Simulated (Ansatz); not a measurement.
**LaGaO3 (Pm-3m): following an unstable mode**

Which phase does LaGaO3 (Pm-3m) fall into along its unstable mode, and how much energy does it gain?

Calculated with Ansatz 0.2.0; DFT PBEsol, scalar-relativistic, plane waves, PAW; PAW set soft_1.

## (1) Set-up

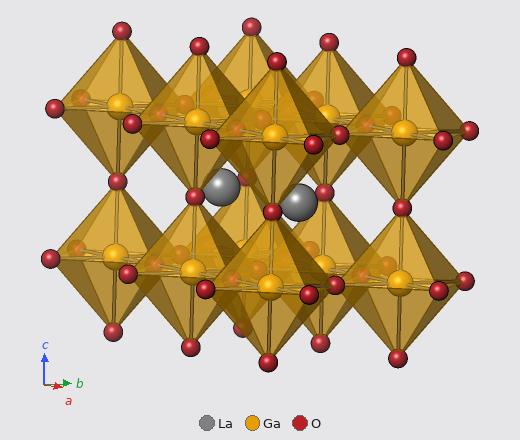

The cell as given, slightly off an axis (lanthanum grey, gallium orange, oxygen red). 2×1×1 cells are drawn. Some periodic images of atoms are drawn too.

As a file:

```cif
data_structure
_symmetry_space_group_name_H-M 'Pm-3m'
_symmetry_Int_Tables_number 221
_cell_length_a 3.8650
_cell_length_b 3.8650
_cell_length_c 3.8650
_cell_angle_alpha 90.000
_cell_angle_beta 90.000
_cell_angle_gamma 90.000
_cell_volume 57.74
loop_
_atom_site_label
_atom_site_type_symbol
_atom_site_symmetry_multiplicity
_atom_site_Wyckoff_symbol
_atom_site_fract_x
_atom_site_fract_y
_atom_site_fract_z
_atom_site_occupancy
La1 La 1 b 0.50000 0.50000 0.50000 1
Ga1 Ga 1 a 0.00000 0.00000 0.00000 1
O1 O 3 d 0.00000 0.50000 0.00000 1
```

## (2) Phonons on a q mesh

The cell comes from relaxations at this level that are not shown. Stability and thermal properties need the whole zone. Linear response on a 4×4×4 q mesh gives force constants as far as a supercell of that size would, and the tensors from the zone-centre run are typed in so that the long-range dipole term is interpolated apart.

Contents of input.yaml:

```yaml
crystal:
  lattice:
    - [3.8649841263, 0.0, 0.0]
    - [0.0, 3.8649841263, 0.0]
    - [0.0, 0.0, 3.8649841263]
  atoms:
    - { symbol: La, position: [0.5, 0.5, 0.5] }
    - { symbol: Ga, position: [0.0, 0.0, 0.0] }
    - { symbol: O, position: [0.0, 0.5, 0.0] }
    - { symbol: O, position: [0.0, 0.0, 0.5] }
    - { symbol: O, position: [0.5, 0.0, 0.0] }
kpoints:
  mp_grid: { grid: [8, 8, 8] }
hamiltonian:
  xc: pbesol
  pseudopotentials: { kind: paw, azcp: { folder: soft_1 }, xc_functional: pbe }
scf:
  occupations: { method: fixed }
output:
  eigenvalues: true
phonons:
  method: dfpt
  qmesh: [4, 4, 4]
  temperatures: { t_max: 1000, t_step: 50 }
  qpath:
    path:
      - [[0.0, 0.0, 0.0], [0.0, 0.5, 0.0], [0.5, 0.5, 0.0], [0.0, 0.0, 0.0], [0.5, 0.5, 0.5], [0.0, 0.5, 0.0]]
      - [[0.5, 0.5, 0.5], [0.5, 0.5, 0.0]]
    npoints: 10
  non_analytic_term:
    high_frequency_dielectric_tensor: [[5.2665, 0.0, 0.0], [0.0, 5.2665, 0.0], [0.0, 0.0, 5.2665]]
    born_effective_charges:
      - { species: La, tensor: [[4.4818, 0.0, 0.0], [0.0, 4.4818, 0.0], [0.0, 0.0, 4.4818]] }
      - { species: Ga, tensor: [[3.224, 0.0, 0.0], [0.0, 3.224, 0.0], [0.0, 0.0, 3.224]] }
      - { species: O, tensor: [[-2.4474, 0.0, 0.0], [0.0, -2.8111, 0.0], [0.0, 0.0, -2.4474]] }
      - { species: O, tensor: [[-2.4474, 0.0, 0.0], [0.0, -2.4474, 0.0], [0.0, 0.0, -2.8111]] }
      - { species: O, tensor: [[-2.8111, 0.0, 0.0], [0.0, -2.4474, 0.0], [0.0, 0.0, -2.4474]] }
    source: "zone-centre run at this cell"
```

Launch:

```console
$ ansatz run input.yaml --threads 4 --pin off --max-ram 10240MiB --backend cpu --events-out ev --progress --plain --runs-dir out
```

Numbers of over 12 decimals in the logs are rounded to 6 here.

Log:

```text
Engine: ansatz 0.2.0, aarch64-unknown-linux-gnu
Pseudopotentials: kind: paw
Pseudopotential: La, paw, valence charge 11, recommended cutoff 420 eV (normal), soft_1/La.paw.azcp
Pseudopotential: Ga, paw, valence charge 13, recommended cutoff 420 eV (normal), soft_1/Ga.paw.azcp
Pseudopotential: O, paw, valence charge 6, recommended cutoff 420 eV (normal), soft_1/O.paw.azcp
Functional definition: PBEsol
  exchange = pbesol_x
  correlation = pbesol_c
Crystal: 5 atoms, lattice volume = 57.736 Å³
Basis set: ecut = 420 eV, 1141 PW (Γ), exchange–correlation on 54×54×54 points (8 copies of the dense FFT grid, shifted against one another)
Bands: 26, of which v1, the nominal top of the filled ones, is band 21 counted from 1 (20 counted from 0)
Symmetry: 48 space group operations
k-points: 35 of 512
Non-local potential: La, projectors of the file, l = 0: 3, l = 1: 2, l = 2: 2, l = 3: 3
Non-local potential: Ga, projectors of the file, l = 0: 2, l = 1: 2, l = 2: 3, l = 3: 1
Non-local potential: O, projectors of the file, l = 0: 2, l = 1: 2, l = 2: 1
PAW form: soft (Blöchl's): semilocal exchange-correlation on the pseudo side does not see the compensation charge
PAW frozen core: La, regenerated for the run's functional, and the local potential with it (the file was generated under x = pbe(κ = 0.804, μ = 0.219515), c = pbe(β = 0.066725))
PAW frozen core: Ga, regenerated for the run's functional, and the local potential with it (the file was generated under x = pbe(κ = 0.804, μ = 0.219515), c = pbe(β = 0.066725))
PAW frozen core: O, regenerated for the run's functional, and the local potential with it (the file was generated under x = pbe(κ = 0.804, μ = 0.219515), c = pbe(β = 0.066725))
PAW one-centre angular grid: La, 590 points (default); XC on 64 Gauss nodes
PAW one-centre angular grid: Ga, 590 points (default); XC on 64 Gauss nodes
PAW one-centre angular grid: O, 110 points (default); XC on 64 Gauss nodes
Initial density: superposition of atomic densities (chi_scale 0.1, normalization cell, long waves kept (reshape's long-wave potential 0.00 eV rms))
Initial wavefunctions: pseudopotential atomic-orbital guess
Functional: x = pbesol(κ = 0.804, μ = 0.123457), c = pbesol(β = 0.046)
SCF iter   1: F=—  HF=-11593.449494 eV  |F-HF|=—  |Δ(HF+E_count)|=         —  Δρ=7.83e-2  dr2=1.91e0  ethr=3.10e-3  ⟨swp⟩=3.0  Hψ=3402  notcnv=0  defer=19
preconditioner: auto → Resta (q_TF=auto, 2.587 Å⁻¹)  ε∞=7.9  [insulator: Δε(μ)=2.392 eV  Ē_g=11.728 eV  n_scr=18 (ndim 8)  ℏωp=30.9 eV  f_vac=0.000  ε∞_Penn≈7.9]
SCF iter   2: F=—  HF=-11593.191132 eV  |F-HF|=—  |Δ(HF+E_count)|=   2.58e-1  Δρ=3.68e-2  dr2=3.99e-1  ethr=3.10e-3  ⟨swp⟩=3.7  Hψ=2134  notcnv=0  defer=47
SCF iter   3: F=—  HF=-11593.153842 eV  |F-HF|=—  |Δ(HF+E_count)|=   3.73e-2  Δρ=1.74e-2  dr2=9.58e-2  ethr=9.51e-4  ⟨swp⟩=2.0  Hψ=1742  notcnv=0  defer=25
SCF iter   4: F=—  HF=-11593.135170 eV  |F-HF|=—  |Δ(HF+E_count)|=   1.87e-2  Δρ=2.76e-3  dr2=3.14e-3  ethr=2.28e-4  ⟨swp⟩=2.4  Hψ=1707  notcnv=0  defer=74
SCF iter   5: F=—  HF=-11593.136619 eV  |F-HF|=—  |Δ(HF+E_count)|=   1.45e-3  Δρ=8.26e-4  dr2=2.89e-4  ethr=7.48e-6  ⟨swp⟩=2.2  Hψ=1716  notcnv=0  defer=103
SCF iter   6: F=—  HF=-11593.136531 eV  |F-HF|=—  |Δ(HF+E_count)|=   8.77e-5  Δρ=5.01e-4  dr2=8.73e-5  ethr=6.87e-7  ⟨swp⟩=2.0  Hψ=1638  notcnv=0  defer=103
SCF iter   7: F=—  HF=-11593.136470 eV  |F-HF|=—  |Δ(HF+E_count)|=   6.05e-5  Δρ=9.61e-5  dr2=3.81e-6  ethr=2.08e-7  ⟨swp⟩=2.0  Hψ=1491  notcnv=0  defer=104
SCF iter   8: F=—  HF=-11593.136478 eV  |F-HF|=—  |Δ(HF+E_count)|=   7.88e-6  Δρ=2.00e-5  dr2=2.57e-7  ethr=9.08e-9  ⟨swp⟩=2.0  Hψ=1575  notcnv=0  defer=93
SCF iter   9: F=—  HF=-11593.136478 eV  |F-HF|=—  |Δ(HF+E_count)|=   6.68e-8  Δρ=4.01e-6  dr2=7.09e-9  ethr=6.12e-10  ⟨swp⟩=2.1  Hψ=1482  notcnv=0  defer=70
SCF iter  10: F=—  HF=-11593.136478 eV  |F-HF|=—  |Δ(HF+E_count)|=   1.99e-9  Δρ=5.14e-7  dr2=1.58e-10  ethr=1.69e-11  ⟨swp⟩=2.0  Hψ=1587  notcnv=0  defer=64
SCF iter  11: F=—  HF=-11593.136478 eV  |F-HF|=—  |Δ(HF+E_count)|=  2.18e-11  Δρ=1.25e-7  dr2=1.03e-11  ethr=1.00e-12  ⟨swp⟩=2.4  Hψ=1623  notcnv=0  defer=65
SCF iter  12: F=-11593.136478 eV  HF=-11593.136478 eV  |F-HF|=3.64e-12  |Δ(HF+E_count)|=  7.28e-12  Δρ=4.33e-8  dr2=1.06e-12  ethr=1.00e-12  ⟨swp⟩=10.4  Hψ=5066  notcnv=0
SCF 1 converged in 12 iterations: F = -11593.136478 eV  dr2 = 1.06e-12
  greatest PAW one-centre occupation: 0.998 electrons in one spin orbital (limit 2), on the Ga atom at site 1 (counted from 0), in its partial waves of l = 2
NSCF: frozen V_eff on 35 k-points
NSCF: frozen V_eff on 125 k-points
DFPT response loops at q = (0, 0, 0) (fractional): preconditioner auto → none (the input reference at scf.mixing.eps_inf says where Resta's filter doesn't serve); β = 0.50; Broyden in place of MSR1
NSCF: frozen V_eff on 400 k-points
DFPT response loops at q = (0, 0, 0.25) (fractional): preconditioner auto → Resta (q_TF=auto, 2.587 Å⁻¹)  ε∞=4.2 (no band partly filled); β = 1.00, the filter's whole step (`scf.mixing.beta` (0.50) is not read by the response loops at its default; to damp them type it under 1.00, their step now; it binds the ground state too); Broyden in place of MSR1
NSCF: frozen V_eff on 250 k-points
DFPT response loops at q = (0, 0, -0.5) (fractional): mixed as the last ones told, above
NSCF: frozen V_eff on 640 k-points
DFPT response loops at q = (0, 0.25, 0.25) (fractional): mixed as the last ones told, above
NSCF: frozen V_eff on 400 k-points
DFPT response loops at q = (0, 0.25, -0.5) (fractional): mixed as the last ones told, above
NSCF: frozen V_eff on 250 k-points
DFPT response loops at q = (0, -0.5, -0.5) (fractional): mixed as the last ones told, above
NSCF: frozen V_eff on 1024 k-points
DFPT response loops at q = (0.25, 0.25, 0.25) (fractional): preconditioner auto → none (the input reference at scf.mixing.eps_inf says where Resta's filter doesn't serve); β = 0.50; Broyden in place of MSR1
NSCF: frozen V_eff on 640 k-points
DFPT response loops at q = (0.25, 0.25, -0.5) (fractional): preconditioner auto → Resta (q_TF=auto, 2.587 Å⁻¹)  ε∞=4.2 (no band partly filled); β = 1.00, the filter's whole step (`scf.mixing.beta` (0.50) is not read by the response loops at its default; to damp them type it under 1.00, their step now; it binds the ground state too); Broyden in place of MSR1
NSCF: frozen V_eff on 400 k-points
DFPT response loops at q = (0.25, -0.5, -0.5) (fractional): mixed as the last ones told, above
NSCF: frozen V_eff on 250 k-points
DFPT response loops at q = (-0.5, -0.5, -0.5) (fractional): preconditioner auto → none (the input reference at scf.mixing.eps_inf says where Resta's filter doesn't serve); β = 0.50; Broyden in place of MSR1
SCF converged after 12 iterations
Free energy (F): -11593.136478 eV
Harris-Foulkes:  -11593.136478 eV  (|F-HF|=3.64e-12)
Internal energy: -11593.136478 eV  (E = F + TS)
E sigma→0 (E₀):  -11593.136478 eV
Fermi energy:    11.551969 eV
--- Per-component energies (eV) ---
  E_band       = 75.637912
  E_kinetic    = 805.871031
  E_local      = -2418.787293  (includes V_loc(G=0)·N_el)
  E_nonlocal   = 162.280108
  E_hartree    = 1316.424277
  E_xc         = -418.033401
  E_vxc        = -475.073185  (∫ρ·V_xc dr)
  E_paw        = -7763.448487  (= ΣΔE_a)
  E_vpaw       = -631.503499  (= ΣTr[D̂ρ^β])
  E_aug_tail   = 0.002240  (compensation charges beyond the density's cutoff)
  E_ewald      = -3278.582831
  E_core_change = 1.137879  (= ΣΔE_core)
  E_smearing   = -0.000000  (= −TS)
  E_closure    = 0.000000  (closes the sum)
  Σ components = -11593.136478   (vs F -11593.136478, Δ=0.00e0)
--- Band table (eV; the first three rows and the last of 35) ---
  k-point 0: bands = [... 17 lower, 10.2006, 11.3217, 11.3217, 11.3217, 14.8989, 14.8989, 15.4525, 15.8440, ... 1 higher]
  k-point 1: bands = [... 17 lower, 10.1258, 10.9758, 11.2346, 11.2346, 15.0955, 15.1761, 15.8277, 15.9284, ... 1 higher]
  k-point 2: bands = [... 17 lower, 10.0230, 10.2329, 10.9980, 10.9980, 15.4207, 15.6290, 15.7916, 15.9779, ... 1 higher]
  k-point 34: bands = [... 17 lower, 11.5392, 11.5520, 11.5520, 11.5520, 15.7311, 15.7311, 15.7311, 15.9396, ... 1 higher]
--- Phonons (Γ-DFPT): 4 representative perturbations + reference (Σ response iterations 14) ---
  ASR residual: 3.761e-5 → 0.000e0 eV/Å²; symmetrization residual: 7.303e-7 eV/Å²
  ASR residual per site (eV/Å²): 1.02e-5 3.73e-5 3.76e-5 3.76e-5 3.76e-5
  Γ frequencies (cm⁻¹): 0.00 0.00 0.00 66.92 66.92 66.92 175.46 175.46 175.46 250.66 250.66 250.66 653.69 653.69 653.69
--- Phonons (arbitrary-q DFPT): 10 irreducible q on the 4×4×4 mesh ---
  q = [0.0000, 0.0000, 0.0000] (star 1, of the zone-centre solve; hermiticity 6.68e-8, symmetrization 1.36e-12): -0.00 -0.00 0.00 66.92 66.92 66.92 175.46 175.46 175.46 250.66 250.66 250.66 653.69 653.69 653.69
  q = [0.0000, 0.0000, 0.2500] (star 6, 9 solved perturbations in 1560 linear systems a pass and spin channel, the states on 200 of 512 k-point pairs; hermiticity 9.94e-8, symmetrization 1.20e-12): 49.54 49.54 111.04 111.04 128.52 205.33 205.33 218.20 223.01 251.68 251.68 452.27 653.53 653.53 703.39
  q = [0.0000, 0.0000, -0.5000] (star 3, 9 solved perturbations in 975 linear systems a pass and spin channel, the states on 125 of 512 k-point pairs; hermiticity 1.26e-7, symmetrization 1.04e-12): 57.32 57.32 142.01 142.01 179.59 235.53 235.53 250.35 250.35 250.61 263.19 455.74 653.39 653.39 690.84
  q = [0.0000, 0.2500, 0.2500] (star 12, 9 solved perturbations in 2460 linear systems a pass and spin channel, the states on 320 of 512 k-point pairs; hermiticity 5.73e-8, symmetrization 4.30e-14): 45.58 56.13 71.60 121.18 150.99 174.02 215.19 227.76 255.15 287.63 300.60 448.98 590.43 653.24 736.06
  q = [0.0000, 0.2500, -0.5000] (star 12, 15 solved perturbations on 200 of 512 k-point pairs; hermiticity 8.76e-8, symmetrization 7.28e-14): -54.47 59.30 78.26 120.58 177.36 190.31 248.39 252.20 257.14 310.66 328.73 446.03 558.22 652.93 739.65
  q = [0.0000, -0.5000, -0.5000] (star 3, 9 solved perturbations in 975 linear systems a pass and spin channel, the states on 125 of 512 k-point pairs; hermiticity 4.97e-8, symmetrization 1.34e-13): -174.98 59.63 73.22 73.22 200.64 232.33 232.33 267.54 267.54 352.75 352.75 438.10 491.05 652.44 752.24
  q = [0.2500, 0.2500, 0.2500] (star 8, 4 solved perturbations in 1376 linear systems a pass and spin channel, the states on 512 of 512 k-point pairs; hermiticity 4.45e-8, symmetrization 3.12e-13): -53.88 60.44 60.44 86.49 86.49 110.37 246.83 266.40 266.40 322.54 322.54 437.49 588.41 588.41 762.10
  q = [0.2500, 0.2500, -0.5000] (star 12, 9 solved perturbations in 2460 linear systems a pass and spin channel, the states on 320 of 512 k-point pairs; hermiticity 6.49e-8, symmetrization 2.23e-13): -113.68 22.59 68.03 79.07 106.41 108.44 254.61 267.84 308.01 339.70 344.97 426.81 541.39 586.31 768.94
  q = [0.2500, -0.5000, -0.5000] (star 6, 9 solved perturbations in 1560 linear systems a pass and spin channel, the states on 200 of 512 k-point pairs; hermiticity 8.00e-8, symmetrization 1.71e-13): -194.53 -89.60 -89.60 81.51 101.39 101.39 260.84 309.33 309.33 362.20 362.20 408.64 488.49 566.31 779.26
  q = [-0.5000, -0.5000, -0.5000] (star 1, 4 solved perturbations in 350 linear systems a pass and spin channel, the states on 125 of 512 k-point pairs; hermiticity 2.97e-8, symmetrization 2.80e-13): -212.99 -212.99 -212.99 94.43 94.43 94.43 311.92 311.92 311.92 373.91 373.91 373.91 485.80 485.80 789.62
  sum rule: each row above includes the acoustic sum rule's correction from the zone centre's row sums; it moved no ω² by more than (0.80 cm⁻¹)²
  mesh force constants: q→R imaginary residual 1.63e-18; ASR residual 3.761e-5 → 0.000e0 eV/Å²; symmetrization residual 2.132e-14 eV/Å²
  interpolated dispersion: 63 rows × 15 modes
  density of states and harmonic sums: on the 16×16×16 q-mesh, interpolated from the force constants of a 4×4×4 supercell (with the dipole–dipole term of supplied tensors)
  largest difference from the sums on the solved wave vectors: F 2.43e-2 eV, S 2.63e-5 and C_V 1.05e-5 eV/K
  zero-point energy: 0.267392 eV/cell   skipped modes (ω ≤ 0): 153, of them read as no rigid motion or as one in doubt: 150 (8.779e-1 modes/cell left out, lowest -212.99 cm⁻¹)   left out of the sums: 5.86e-2 of the cell's modes: C_V's classical limit lies that fraction below 3 k_B per atom; for a crystal, a wire or a layer, F and S can be off by more, and a phonons.interpolated_qmesh denser along its periods is the remedy for the sampling
```

Wall time 13 min (4 threads of Arm Neoverse V1, shared host); peak memory 2.3 GiB.

This step gave:

```yaml
gap_on_the_k_mesh: 3.347 eV
volume_per_atom: 11.55 Å³
sum_rule_residual_before_enforcement: 3.76e-5 eV/Å²
lowest_frequency_on_the_path: -213.0 cm⁻¹
point_group: m-3m
highest_frequency_on_the_path_or_at_a_solved_wavevector: 789.6 cm⁻¹
highest_optical_mode_at_the_zone_centre_no_lo_to_term: 653.7 cm⁻¹
lowest_optical_zone_centre_mode: 66.92 cm⁻¹
lowest_mode_on_the_q_mesh_acoustic_modes_at_gamma_apart: -213.0 cm⁻¹
```

Frequencies (cm⁻¹) solved at each irreducible wavevector; negative means imaginary. Frequencies by wavevector, by row:

| q in reciprocal lattice units | star | mode 1 | mode 2 | mode 3 | mode 4 | mode 13 | mode 14 | mode 15 |
| --- | --- | --- | --- | --- | --- | --- | --- | --- |
| 0 0 0 | 1 | 0 | 0 | 0 | 66.9 | 653.7 | 653.7 | 653.7 |
| 0 0 0.25 | 6 | 49.5 | 49.5 | 111 | 111 | 653.5 | 653.5 | 703.4 |
| 0 0 -0.5 | 3 | 57.3 | 57.3 | 142 | 142 | 653.4 | 653.4 | 690.8 |
| 0 0.25 0.25 | 12 | 45.6 | 56.1 | 71.6 | 121.2 | 590.4 | 653.2 | 736.1 |
| 0 0.25 -0.5 | 12 | -54.5 | 59.3 | 78.3 | 120.6 | 558.2 | 652.9 | 739.6 |
| 0 -0.5 -0.5 | 3 | -175 | 59.6 | 73.2 | 73.2 | 491.1 | 652.4 | 752.2 |
| 0.25 0.25 0.25 | 8 | -53.9 | 60.4 | 60.4 | 86.5 | 588.4 | 588.4 | 762.1 |
| 0.25 0.25 -0.5 | 12 | -113.7 | 22.6 | 68 | 79.1 | 541.4 | 586.3 | 768.9 |
| 0.25 -0.5 -0.5 | 6 | -194.5 | -89.6 | -89.6 | 81.5 | 488.5 | 566.3 | 779.3 |
| -0.5 -0.5 -0.5 | 1 | -213 | -213 | -213 | 94.4 | 485.8 | 485.8 | 789.6 |

Interpolated from a 4×4×4 q mesh, with the LO-TO term (at Γ the limit along the path; where Γ stands inside the path, tables give the limit on arrival). Phonon branches along the path, in cm⁻¹:

| point | branch 1 | branch 2 | branch 3 | branch 4 | branch 12 | branch 13 | branch 14 | branch 15 |
| --- | --- | --- | --- | --- | --- | --- | --- | --- |
| Γ | 0 | 0 | 0 | 67 | 451 | 654 | 654 | 713 |
| X | 57 | 57 | 142 | 142 | 456 | 653 | 653 | 691 |
| M | -175 | 60 | 73 | 73 | 438 | 491 | 652 | 752 |
| Γ | 0 | 0 | 0 | 67 | 451 | 654 | 654 | 713 |
| R | -213 | -213 | -213 | 94 | 374 | 486 | 486 | 790 |
| X | 57 | 57 | 142 | 142 | 456 | 653 | 653 | 691 |
| jump to R | -213 | -213 | -213 | 94 | 374 | 486 | 486 | 790 |
| M | -175 | 60 | 73 | 73 | 438 | 491 | 652 | 752 |

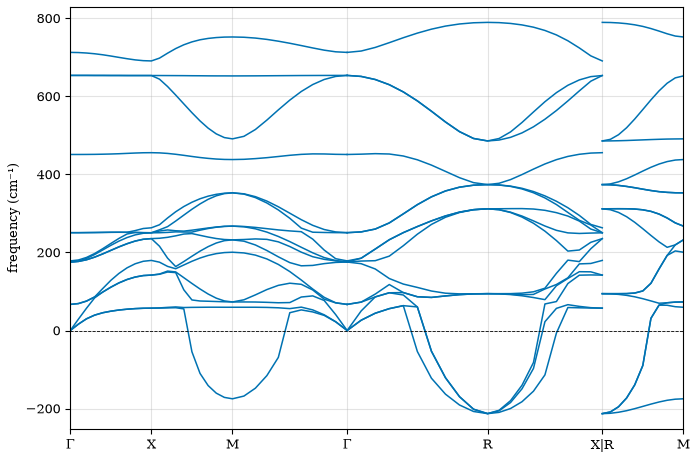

Phonon branches along the path.

Symmetry leaves 10 wavevectors to solve. The lowest mode among them, the acoustic zeros apart, lies at q = (-0.5, -0.5, -0.5) and is imaginary, 213.0i cm⁻¹, so the energy falls along it.

## (3) The mode frozen in, largest atomic shift 0 Å

The mode followed lies at q = (-0.5, -0.5, -0.5) with frequency 213.0i cm⁻¹ and is 3-fold degenerate, the softest among the wavevectors solved. At small amplitude the distorted cell has space group no. 140 by a symmetry search on the positions. The undistorted cell that holds it gives the zero of energy on the same k mesh.

System of this step: LaGaO3. The structure is cubic, space group Pm-3m (No. 221). Conventional cell: a = 3.865 Å, b = 3.865 Å, c = 3.865 Å, α = 90.00°, β = 90.00°, γ = 90.00°. Nearest to La lie 12 O at 2.73 Å. Nearest to Ga lie 6 O at 1.93 Å. O has 2 Ga at 1.93 Å and 4 La at 2.73 Å nearest. Farther neighbours and most contacts between anions are not listed.

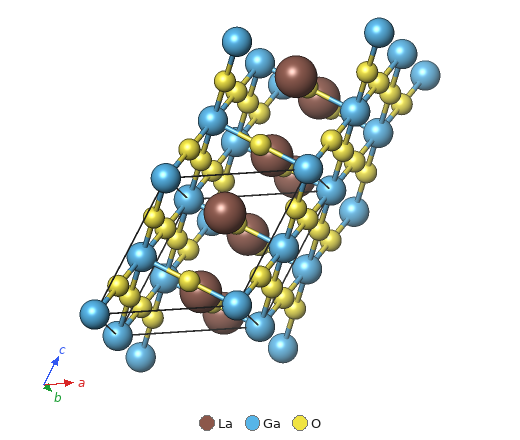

The cell of this step (lanthanum brown, gallium blue, oxygen yellow). 1×2×2 cells are drawn. Some periodic images of atoms are drawn too.

Contents of input.yaml:

```yaml
crystal:
  lattice:
    - [3.8649841263, 3.8649841263, 0.0]
    - [3.8649841263, 0.0, 3.8649841263]
    - [3.8649841263, 0.0, -3.8649841263]
  atoms:
    - { symbol: La, position: [0.5, 0.25, 0.75] }
    - { symbol: La, position: [0.5, 0.75, 0.25] }
    - { symbol: Ga, position: [0.0, 0.0, 0.0] }
    - { symbol: Ga, position: [0.0, 0.5, 0.5] }
    - { symbol: O, position: [0.5, 0.75, 0.75] }
    - { symbol: O, position: [0.5, 0.25, 0.25] }
    - { symbol: O, position: [0.0, 0.25, 0.75] }
    - { symbol: O, position: [0.0, 0.75, 0.25] }
    - { symbol: O, position: [0.0, 0.25, 0.25] }
    - { symbol: O, position: [0.0, 0.75, 0.75] }
kpoints:
  mp_grid: { grid: [6, 6, 6] }
hamiltonian:
  xc: pbesol
  pseudopotentials: { kind: paw, azcp: { folder: soft_1 }, xc_functional: pbe }
scf:
  occupations: { method: gaussian, width: 0.02 }
output:
  forces: true
  stress: true
  eigenvalues: true
```

Log:

```text
[...]
Crystal: 10 atoms, lattice volume = 115.471 Å³
Basis set: ecut = 420 eV, 2229 PW (Γ), exchange–correlation on 80×80×80 points (8 copies of the dense FFT grid, shifted against one another)
Bands: 52, of which v1, the nominal top of the filled ones, is band 42 counted from 1 (41 counted from 0)
Symmetry: 96 space group operations
[...]
k-points: 16 of 216
[...]
k-point 0: bands = [... 38 lower, 11.5392, 11.5520, 11.5520, 11.5520, 14.8989, 14.8989, 15.4524, 15.7310, ... 6 higher]
  k-point 1: bands = [... 38 lower, 11.3050, 11.4491, 11.4737, 11.4737, 15.1862, 15.1862, 15.7147, 15.7147, ... 6 higher]
  k-point 2: bands = [... 38 lower, 11.2747, 11.2747, 11.3438, 11.3438, 15.5320, 15.5320, 15.6840, 15.6840, ... 6 higher]
  k-point 15: bands = [... 38 lower, 10.6672, 10.6832, 11.2173, 11.2663, 15.5917, 15.5989, 15.6653, 15.7757, ... 6 higher]
[key lines of the parts left out:]
SCF converged after 9 iterations
Free energy (F): -23186.272722 eV
Fermi energy:    13.225458 eV
P = ⅓ Tr σ = -0.0015 GPa (-0.015 kbar)
```

Run time: 2.4 s. Hardware: 4 threads; peak memory 0.53 GiB.

This step gave:

* pressure: -0.001541 GPa
* energy from the undistorted cell: 0 meV/atom

At this level the gap is 3.35 eV on the k-mesh of the self-consistent run, which can miss the band edges.

(Part 1 of 3 ends here.)

[Logs are printed without paths, hosts, clocks, repeated set-up lines and the standing remarks that a program may print on its own settings, such as how far it seeks lower states.]

[Hosts, paths, dates, database ids (printed as entryN), source tags and the programs' standing remarks are cut or masked in the printed files.]
